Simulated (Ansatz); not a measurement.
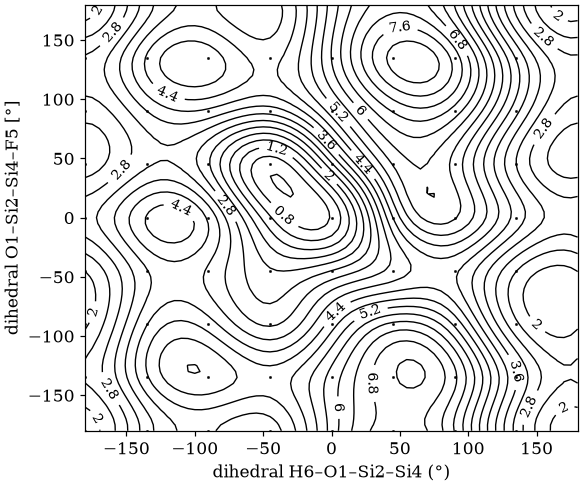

Energy landscape of F₂H₄OSi₂, SMILES O[SiH](F)[SiH2]F. 
- The first coordinate is: dihedral H6–O1–Si2–Si4; the second: dihedral O1–Si2–Si4–F5.
- Nothing is relaxed (all other coordinates rigid).
- The scan uses an 8 × 8 grid.
- All energies are given in kcal/mol relative to the relaxed molecule at the same level.
- Theory: RKS wB97X-V/def2-SVP in Ansatz.

In the figure: contour lines labelled in kcal/mol, dots at the grid points. Between grid points the surface is interpolated. 

Where are the wells?

The lowest grid point is at dihedral H6–O1–Si2–Si4 = −45°, dihedral O1–Si2–Si4–F5 = 45°, 0.54 kcal/mol from the relaxed molecule at the same level. The bottom of the well lies between grid points, at about dihedral H6–O1–Si2–Si4 = −35°, dihedral O1–Si2–Si4–F5 = 25°, about 0.17 kcal/mol lower on the interpolated surface. Higher local minima lie near dihedral H6–O1–Si2–Si4 = −180°, dihedral O1–Si2–Si4–F5 = −180° (1.26 kcal/mol above the lowest at that grid point); dihedral H6–O1–Si2–Si4 = −180°, dihedral O1–Si2–Si4–F5 = −90° (1.40 kcal/mol above the lowest at that grid point); dihedral H6–O1–Si2–Si4 = −180°, dihedral O1–Si2–Si4–F5 = 45° (1.66 kcal/mol above the lowest at that grid point). The highest grid point, dihedral H6–O1–Si2–Si4 = 45°, dihedral O1–Si2–Si4–F5 = 135°, lies 7.60 kcal/mol above the lowest. On the interpolated surface the easiest way out of the lowest well to the well at about dihedral H6–O1–Si2–Si4 = −180°, dihedral O1–Si2–Si4–F5 = 55° passes a barrier of about 2.8 kcal/mol, counted from the interpolated bottom of the well. Round the minimum the valley is strongly tilted: raising dihedral H6–O1–Si2–Si4 shifts the best value of dihedral O1–Si2–Si4–F5 downwards (coupling k₁₂/√(k₁₁k₂₂) about 0.8).

The values on the grid:

```tsv
dihedral O1–Si2–Si4–F5 ↓, dihedral H6–O1–Si2–Si4 →	−180	−135	−90	−45	0	45	90	135
135	2.85	4.45	5.02	4.27	6.01	8.14	7.43	4.36
90	2.58	3.60	3.91	3.38	5.00	6.84	6.63	4.13
45	2.20	3.14	2.45	0.54	2.72	5.63	5.46	3.20
0	3.05	4.43	3.92	1.25	0.85	4.42	5.64	3.84
−45	2.01	3.58	3.54	2.44	2.81	3.74	4.07	2.41
−90	1.94	3.99	4.19	3.15	4.60	6.09	5.11	2.49
−135	2.45	4.35	5.13	4.57	5.76	7.16	6.49	3.65
−180	1.79	3.42	4.06	3.79	5.76	7.04	5.98	3.08
```

The whole map (64 points run) took 13 min on 1 thread of Intel(R) Xeon(R) Platinum 8488C (Sapphire Rapids), with other jobs on the host.
